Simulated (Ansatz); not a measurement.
# SiO2, response to strain

Base system: SiO₂ in the rutile structure (space group P4_2/mnm, No. 136; a = 4.2361 Å, c = 2.6904 Å).

Strains are applied to the cell and any free atomic positions relax.

Calculations: DFT with PBE, PAW potentials and a 420 eV plane-wave cutoff in Ansatz (a first-principles code), without spin-orbit coupling.

Notes on the quantities. energy relative to the base: free energy F.

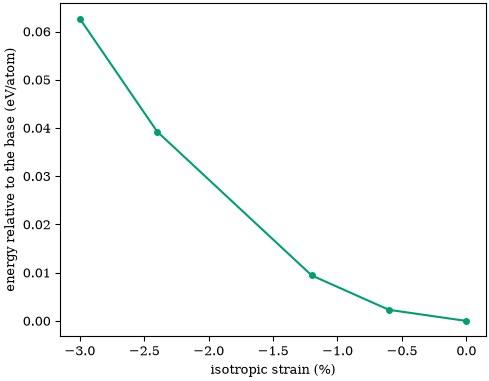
Energy relative to the base against isotropic strain

```tsv
isotropic strain (%)	energy relative to the base
-3	+63 meV/atom
-2.4	+39 meV/atom
-1.2	+9.4 meV/atom
-0.6	+2.3 meV/atom
```

Whether these cells are dynamically stable was not tested.
